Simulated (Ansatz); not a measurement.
A series of calculations on Si2H3ClF2 and related structures

### Relaxation

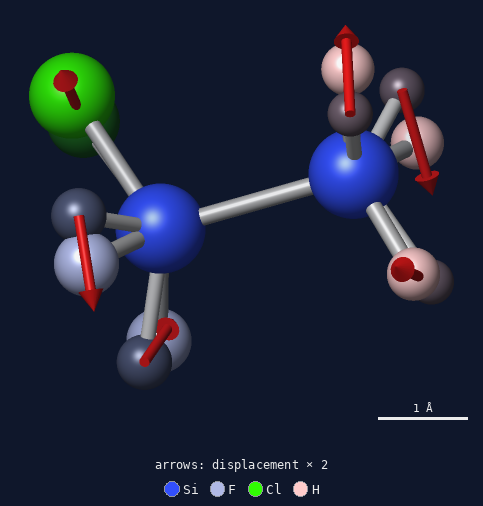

This is a relaxation of Si2H3ClF2. The starting structure is drawn faded, the final one solid; red arrows show the displacements, 2 times their true length. The two geometries are superimposed by the best rigid fit.

The picture is a ball-and-stick view, seen at a tilt.

It is one of the separated reactants of a reaction.

These are results of RKS PBE0-D4/def2-TZVP (Ansatz), not measurements. Settings: force threshold 0.005 eV/Å; at most 200 steps.

Question: Describe the change and its energy.

Answer: An H atom moves most after the best rigid fit: 0.66 Å. By element the largest moves are H 0.66 Å, Cl 0.57 Å, F 0.55 Å, Si 0.04 Å. Near-neighbour distances that change, for instance: Cl–Si 2.077 → 2.034 Å, H–Si 1.488 → 1.484 Å. Bond angles that change, for instance: Si–Si–F 116.7° → 111.4°, F–Si–Cl 102.8° → 107.7°, Si–Si–Cl 114.4° → 112.0°. Groups turn about Si–Si by about 45°. After 13 accepted moves (14 points after the start) the energy has fallen by 8.83 kJ/mol. Largest force component: 0.98 eV/Å at the start, 0.0031 eV/Å at the end. The line search rejected the trial step at point 5 of the run. The run took about 17 s of wall time on a shared GPU.

### Relaxation

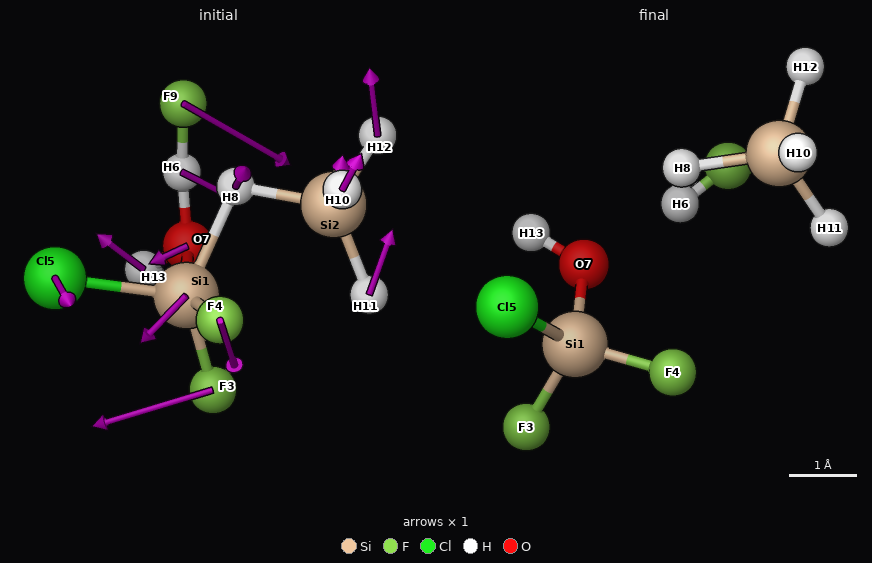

The structure of Si2H6OClF3 (started from a transition state, displaced along its imaginary mode) before (left) and after (right) a relaxation, at one scale. The purple arrows give the displacements, at their true length.

The picture is a ball-and-stick view, seen at a tilt.

Method: RKS PBE0-D4/def2-TZVP (Ansatz).

Input
```yaml
crystal:
  periodic: [false, false, false]
  atoms:
    - {symbol: Si, position_ang: [-0.972500, 0.231934, 0.518602]}
    - {symbol: Si, position_ang: [1.037857, -1.401489, -0.101381]}
    - {symbol: F, position_ang: [-2.333883, -0.333518, -0.099192]}
    - {symbol: F, position_ang: [-0.826451, -0.943817, 1.649237]}
    - {symbol: Cl, position_ang: [-1.165895, 1.815127, 1.767495]}
    - {symbol: H, position_ang: [0.438554, 1.453098, -0.730740]}
    - {symbol: O, position_ang: [-0.638152, 1.120105, -0.940237]}
    - {symbol: H, position_ang: [0.784565, 0.124495, 0.140768]}
    - {symbol: F, position_ang: [1.529771, 1.572697, -0.357829]}
    - {symbol: H, position_ang: [1.624788, -2.035954, 1.106753]}
    - {symbol: H, position_ang: [-0.177493, -2.150677, -0.591326]}
    - {symbol: H, position_ang: [1.985918, -1.253093, -1.233595]}
    - {symbol: H, position_ang: [-1.287078, 1.801091, -1.128655]}
basis:
  gaussian: {orbitals: def2-TZVP}
hamiltonian: {xc: pbe0, dispersion: d4}
relax: {f_tol: 0.005, max_steps: 200}
```

Launched with:
```bash
ansatz run in.yaml --threads 4 --pin off --events-out ev --progress --plain --max-ram 66560MiB --backend cuda --devices 0, --max-vram 37GiB
```

Question: What changed between the two?

Answer: The atom that moves furthest after the best rigid fit is F9 (2.28 Å). Largest moves by element: F 2.28 Å, H 1.26 Å, Si 1.08 Å, Cl 1.01 Å, O 0.67 Å. Near-neighbour distances that change, for instance: Si1–Si2 2.663 → 4.422 Å, Si1–H8 1.800 → 3.333 Å, Si2–F4 2.598 → 3.796 Å, H6–O7 1.146 → 1.752 Å. Bonds break, among them: H6–O7 (1.15 → 1.75 Å). Among the angles between lasting bonds that change: F4–Si1–O7 158.1° → 106.0°, F3–Si1–O7 91.2° → 110.3°, Cl5–Si1–O7 97.8° → 112.4°. The energy falls by 230.5 kJ/mol in 59 accepted moves (66 points after the start). The largest force component goes from 2.3 to 0.0042 eV/Å. The line search rejected the trial steps at points 21, 24, 34, 39, 46, 49, 56 of the run. The forces were under the threshold at step 29, but the run went on from there.

### Reaction

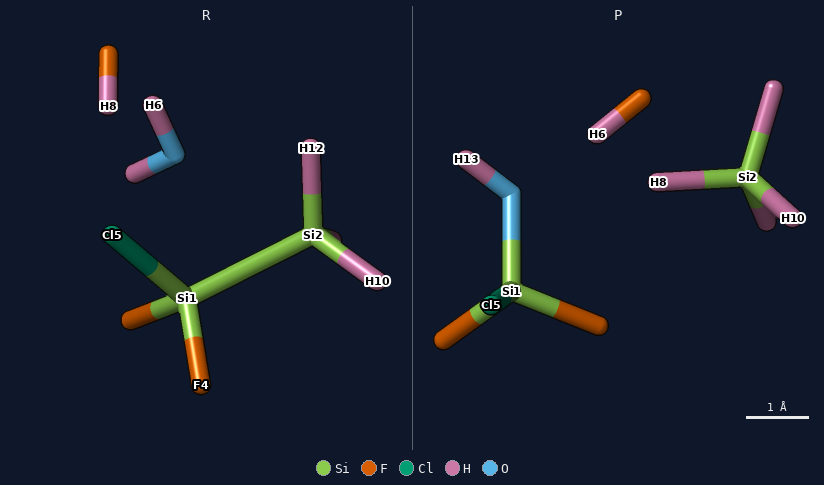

Reactant (R) and product (P) of one elementary step of Si$_{2}$H$_{6}$OClF$_{3}$. Style: stick. Shown at a tilt.

Stationary points at PBE0-D4/def2-TZVP, single-point energies with CCSD(T)/CBS (def2-TZVPP where no basis is named; Ansatz 0.2.0). The energies are electronic, without zero-point or thermal terms, and both ends are the minima reached downhill from the saddle, with any fragments still in contact. CCSD(T)/CBS stands for a frozen-core estimate: MP2 correlation extrapolated from def2-TZVPP and def2-QZVPP, CCSD(T) minus MP2 from the smaller set.

Q: Predict the saddle point between them and the barrier.

A: Counted by bonded pieces, R holds HF + H₂O + Si₂H₃ClF₂ and P holds HF + SiHClOF₂ + SiH₄. From R over the saddle to P, bonds form: O–Si (2.88 → 1.84 → 1.63 Å), H–Si (4.10 → 1.77 → 1.49 Å), F–H (1.92 → 1.24 → 0.93 Å). Bonds break: Si–Si (2.33 → 2.58 → 4.42 Å), H–O (0.97 → 1.11 → 1.75 Å), F–H (0.93 → 1.28 → 3.01 Å). The saddle has one imaginary mode, 1324i cm⁻¹. With CCSD(T)/CBS the barrier is 195.3 kJ/mol from R and 297.2 kJ/mol from P, and P lies 101.9 kJ/mol below R.

The saddle point in the same view, with dashed sticks for the bonds that form or break:

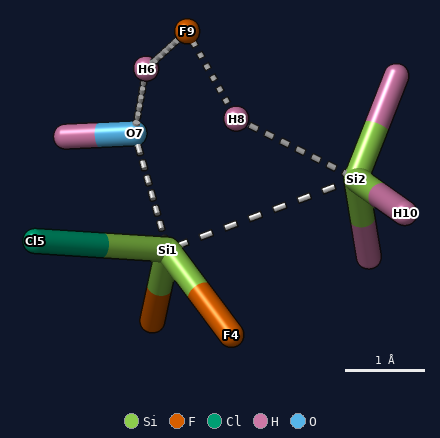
